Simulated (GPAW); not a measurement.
# How the functional moves the magnetism of zigzag Mo chain, bond 2.672 A, part 2 of 2

How far do the magnetic results of zigzag Mo chain, bond 2.672 A hang on the functional?

GPAW 26.7.0; several functionals; plane waves with GPAW's PAW setups, scalar-relativistic.

So far, largest spin moment in the augmentation sphere (μB): step 2 (rung 1 (LDA), start ferro ++) 0.159; step 4 (revPBE) 0.401; step 5 (revPBE, antiferromagnetic, start moments [1.0, -1.0] μB) 2.62; step 6 (PBE) 0.382; step 7 (PBE, antiferromagnetic, start moments [1.0, -1.0] μB) 2.55.

### 8. Set 4 (RPBE), start ferro ++

Level of this step: RPBE; plane waves with GPAW's PAW setups, scalar-relativistic (GPAW).

Input file order1.py:

```python
import json
import numpy as np
from ase import Atoms
from ase.parallel import paropen, parprint
from gpaw import GPAW

atoms = Atoms(['Mo', 'Mo'],
    cell=[[12.0, 0.0, 0.0],
         [0.0, 12.0, 0.0],
         [0.0, 0.0, 3.2064]],
    scaled_positions=[[0.41093333, 0.5, 0.0],
         [0.58906667, 0.5, 0.5]],
    pbc=True,
    magmoms=[1.0, 1.0])
atoms.calc = GPAW(mode={'name': 'pw', 'ecut': 550},
    xc='RPBE',
    kpts={'size': (1, 1, 8), 'gamma': True},
    occupations={'name': 'fermi-dirac', 'width': 0.05},
    convergence={'density': 1e-05, 'energy': 1e-05},
    maxiter=200,
    symmetry={'tolerance': 1e-4},
    txt='order1.txt')
e = atoms.get_potential_energy(force_consistent=True)
res = {'free_energy': e, 'energy_sigma0': atoms.get_potential_energy(), 'fermi_energy': atoms.calc.get_fermi_level()}
res['moments'] = atoms.get_magnetic_moments().tolist()
res['total'] = atoms.get_magnetic_moment()
parprint('site moments (muB):', np.round(res['moments'], 3))
parprint(f"total moment: {res['total']:.3f} muB")
parprint(f'free energy: {e:.6f} eV')
atoms.calc.write('order1.gpw')
with paropen('results.json', 'w') as f:
    json.dump(res, f)
```

Run with:

```sh
$ OMP_NUM_THREADS=1 python3 order1.py > order1.log
```

The program printed:

```text
site moments (muB): [0.376 0.376]
total moment: 1.060 muB
free energy: -13.294193 eV

--- order1.txt ---
Input parameters:
  mode=PW(ecut=550),
  convergence={'density': 1e-05, 'energy': 1e-05},
  kpts=MonkhorstPack(size=(1, 1, 8), gamma=True),
  maxiter=200,
  occupations=Occupations(name='fermi-dirac', width=0.05),
  symmetry=Symmetry(tolerance=0.0001),
  xc=XC(name='RPBE')

Diagonalizing LCAO Hamiltonian
[...]
|          8 |        -5.724 |     1.000 |        -5.703 |     1.000 |
|          9 |        -5.430 |     1.000 |        -5.367 |     1.000 |
[...]
|         18 |        -1.205 |     0.000 |        -1.072 |     0.000 |
|         19 |        -1.195 |     0.000 |        -0.815 |     0.000 |
|         20 |        -0.234 |     0.000 |        -0.247 |     0.000 |
|         21 |        -0.080 |     0.000 |         0.003 |     0.000 |

No gap
No difference between direct/indirect transitions


[key lines of the parts left out:]
Free energy:     -13.294193
Converged in 58 steps
dipole moment: (0.000001, 0.000003, -11.893947)  # |e|*Ang
Fermi level: -2.486
```

Wall time 1.7 min (1 MPI rank of AMD EPYC 9R45, shared host); peak memory 0.43 GiB.

Read from the output:

| Quantity | Value |
| --- | --- |
| magnetization | 1.060 μB |
| final state | ferromagnetic |
| largest moment | 0.3760 μB |

The largest moment moves by -0.01 μB from set 3, at 2.2 times its CPU time.

### 9. Set 4 (RPBE), start antiferro +-

Input file order2.py:

```python
import json
import numpy as np
from ase import Atoms
from ase.parallel import paropen, parprint
from gpaw import GPAW

atoms = Atoms(['Mo', 'Mo'],
    cell=[[12.0, 0.0, 0.0],
         [0.0, 12.0, 0.0],
         [0.0, 0.0, 3.2064]],
    scaled_positions=[[0.41093333, 0.5, 0.0],
         [0.58906667, 0.5, 0.5]],
    pbc=True,
    magmoms=[1.0, -1.0])
atoms.calc = GPAW(mode={'name': 'pw', 'ecut': 550},
    xc='RPBE',
    kpts={'size': (1, 1, 8), 'gamma': True},
    occupations={'name': 'fermi-dirac', 'width': 0.05},
    convergence={'density': 1e-05, 'energy': 1e-05},
    maxiter=200,
    symmetry={'tolerance': 1e-4},
    txt='order2.txt')
e = atoms.get_potential_energy(force_consistent=True)
res = {'free_energy': e, 'energy_sigma0': atoms.get_potential_energy(), 'fermi_energy': atoms.calc.get_fermi_level()}
res['moments'] = atoms.get_magnetic_moments().tolist()
res['total'] = atoms.get_magnetic_moment()
parprint('site moments (muB):', np.round(res['moments'], 3))
parprint(f"total moment: {res['total']:.3f} muB")
parprint(f'free energy: {e:.6f} eV')
atoms.calc.write('order2.gpw')
with paropen('results.json', 'w') as f:
    json.dump(res, f)
```

Run with:

```sh
$ OMP_NUM_THREADS=1 python3 order2.py > order2.log
```

The program printed:

```text
site moments (muB): [ 2.638 -2.638]
total moment: -0.000 muB
free energy: -14.375099 eV

--- order2.txt ---
Input parameters:
  mode=PW(ecut=550),
  convergence={'density': 1e-05, 'energy': 1e-05},
  kpts=MonkhorstPack(size=(1, 1, 8), gamma=True),
  maxiter=200,
  occupations=Occupations(name='fermi-dirac', width=0.05),
  symmetry=Symmetry(tolerance=0.0001),
  xc=XC(name='RPBE')

Diagonalizing LCAO Hamiltonian
[...]
|          9 |        -5.041 |     1.000 |        -5.041 |     1.000 |
|         10 |        -3.992 |     1.000 |        -3.992 |     1.000 |
[...]
|         17 |        -0.914 |     0.000 |        -0.914 |     0.000 |
|         18 |        -0.595 |     0.000 |        -0.595 |     0.000 |
|         19 |        -0.026 |     0.000 |        -0.026 |     0.000 |
|         20 |         0.193 |     0.000 |         0.193 |     0.000 |

No gap
No difference between direct/indirect transitions


[key lines of the parts left out:]
Free energy:     -14.375099
Converged in 18 steps
dipole moment: (0.000003, 0.000003, -11.852016)  # |e|*Ang
Fermi level: -2.233
```

Run time: 33 s. Hardware: 1 MPI rank; peak memory 0.42 GiB.

Read from the output:

```yaml
magnetization: 0 μB
final_state: antiferromagnetic
largest_moment: 2.638 μB
```

This start lies -540.5 meV a seeded atom from the first, a change of -78.4 meV since set 3; its largest moment is 2.64 μB.

### 10. Set 5 (TPSS), start ferro ++

order1.py is the script of step 8 with these lines changed:

```diff
@@ -15,3 +15,3 @@
 atoms.calc = GPAW(mode={'name': 'pw', 'ecut': 550},
-    xc='RPBE',
+    xc='TPSS',
     kpts={'size': (1, 1, 8), 'gamma': True},
@@ -20,2 +20,3 @@
     maxiter=200,
+    eigensolver='davidson',
     symmetry={'tolerance': 1e-4},
```

Run with:

```sh
$ OMP_NUM_THREADS=1 python3 order1.py > order1.log
```

The program printed:

```text
gpaw.KohnShamConvergenceError

--- order1.txt ---
Input parameters:
  mode=PW(ecut=550),
  convergence={'density': 1e-05, 'energy': 1e-05},
  eigensolver=Davidson(niter=2),
  kpts=MonkhorstPack(size=(1, 1, 8), gamma=True),
  maxiter=200,
  occupations=Occupations(name='fermi-dirac', width=0.05),
  symmetry=Symmetry(tolerance=0.0001),
  xc=XC(name='TPSS')

Diagonalizing LCAO Hamiltonian
Converting LCAO to pw mode
        .----------------------------.
       /|                            |
      / |                            |
     /  |                            |
[...]
|iter:   5|      19s |  687.187276 | +3.52 | -0.21 |  +0.7487|
|iter:   6|      23s |-7429.358319 | +5.47 | -0.90 |  +0.3611|
|iter:   7|      28s |-1313.624385 | +5.33 | -0.45 |  -0.0344|
|iter:   8|      33s | 1005.700280 | +3.43 | -0.46 |  +0.3086|
|iter:   9|      37s |-419935.207118 | +8.93 | -0.79 |  -0.0510|
[...]
[... 180 iterations left out ...]
[...]
|iter: 197|     916s | 3421.863374 | +1.66 | -2.98 |  -7.2220|
|iter: 198|     921s | 3421.932152 | +1.59 | -3.07 |  -7.2220|
|iter: 199|     925s | 3421.975917 | +1.55 | -2.97 |  -7.2220|
|iter: 200|     930s | 3422.042254 | +1.60 | -3.03 |  -7.2221|
```

Elapsed: 16 min, on 1 MPI rank; peak memory 0.59 GiB.

No converged result was reached; the numbers in the log don't describe the system.

A smaller mixing step or another start is the usual next try.

### 11. Set 5 (TPSS), start antiferro +-

order2.py is the script of step 9 with these lines changed:

```diff
@@ -15,3 +15,3 @@
 atoms.calc = GPAW(mode={'name': 'pw', 'ecut': 550},
-    xc='RPBE',
+    xc='TPSS',
     kpts={'size': (1, 1, 8), 'gamma': True},
@@ -20,2 +20,3 @@
     maxiter=200,
+    eigensolver='davidson',
     symmetry={'tolerance': 1e-4},
```

Run with:

```sh
$ OMP_NUM_THREADS=1 python3 order2.py > order2.log
```

The program printed:

```text
site moments (muB): [ 2.623 -2.623]
total moment: -0.000 muB
free energy: -28.656168 eV

--- order2.txt ---
Input parameters:
  mode=PW(ecut=550),
  convergence={'density': 1e-05, 'energy': 1e-05},
  eigensolver=Davidson(niter=2),
  kpts=MonkhorstPack(size=(1, 1, 8), gamma=True),
  maxiter=200,
  occupations=Occupations(name='fermi-dirac', width=0.05),
  symmetry=Symmetry(tolerance=0.0001),
  xc=XC(name='TPSS')

[...]
|          9 |        -5.101 |     1.000 |        -5.101 |     1.000 |
|         10 |        -4.048 |     1.000 |        -4.048 |     1.000 |
[...]
|         17 |        -0.893 |     0.000 |        -0.893 |     0.000 |
|         18 |        -0.540 |     0.000 |        -0.540 |     0.000 |
|         19 |         0.057 |     0.000 |         0.055 |     0.000 |
|         20 |         0.657 |     0.000 |         0.657 |     0.000 |

No gap
No difference between direct/indirect transitions


[key lines of the parts left out:]
Free energy:     -28.656168
Converged in 44 steps
dipole moment: (0.000002, 0.000003, -11.861700)  # |e|*Ang
Fermi level: -2.263
```

Elapsed: 3.5 min, on 1 MPI rank; peak memory 0.55 GiB.

Read from the output:

```
magnetization  : 0 μB
final state    : antiferromagnetic
largest moment : 2.623 μB
```

The largest moment moves by -0.01 μB from set 4, at 6.2 times its CPU time.

### 12. The sets together

List, by row:

```
set  functional  state from the first start  state from the second start  second less first (meV a seeded atom)  moment, first (μB)  moment, second (μB)  CPU time (s)
   1         LDA               ferromagnetic            antiferromagnetic                                 -232.3              0.1594                 2.19         87.56
   2      revPBE               ferromagnetic            antiferromagnetic                                 -529.1              0.4007                2.624         118.4
   3         PBE               ferromagnetic            antiferromagnetic                                 -462.1              0.3816                2.549         80.32
   4        RPBE               ferromagnetic            antiferromagnetic                                 -540.5               0.376                2.638         137.8
```

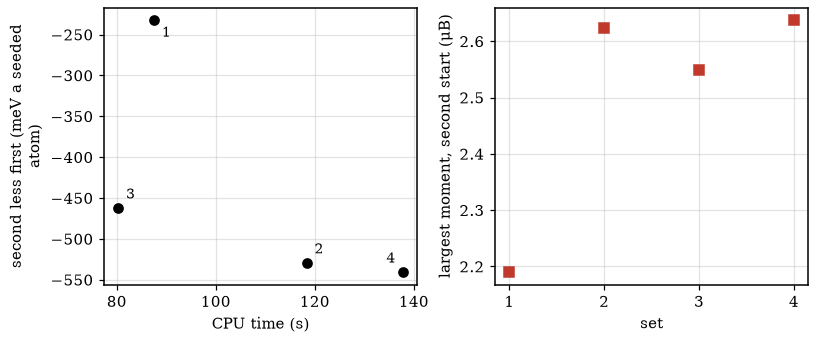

Result against cost, sets numbered as in the table, and the moment by set.

### 13. Results

```yaml
range_of_the_moment_in_the_table_second_start: 2.19 to 2.64 μB
range_of_cpu_time: 80 s to 2.3 min
range_of_the_energy_difference: -540 to -232 meV a seeded atom
```

For the second start the functionals give moments from 2.19 to 2.64 μB and energy differences from -540 to -232 meV a seeded atom, a spread that no finer setting would remove; all use the same cell, so differences in their own lattice constants don't enter. The second start ends lower on every set of the table. Set 5 gave no pair of finished runs and is missing from the table.

[Logs and program files are shortened in this print: banners, set-up blocks, solver, clock and traceback lines can be left out without a mark of their own.]

[Logs are printed without paths, hosts, clocks, repeated set-up lines and the standing remarks that a program may print on its own settings, such as how far it seeks lower states.]

[Hosts, paths, dates, database ids (printed as entryN), source tags and the programs' standing remarks are cut or masked in the printed files.]

[Where a cell is said to come from a database of computed structures, the database is the Materials Project.]
